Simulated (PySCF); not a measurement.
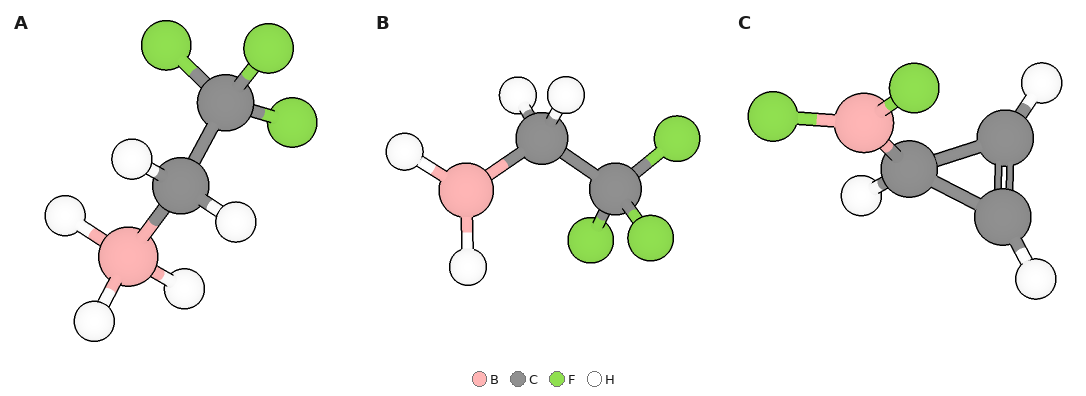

The picture comes from a calculation with PySCF.

Question: Which panel belongs to which SMILES?
(1) [BH3-]CC(F)(F)F
(2) BCC(F)(F)F
(3) FB(F)C1C=C1

Answer: A is (1), B is (2), C is (3).
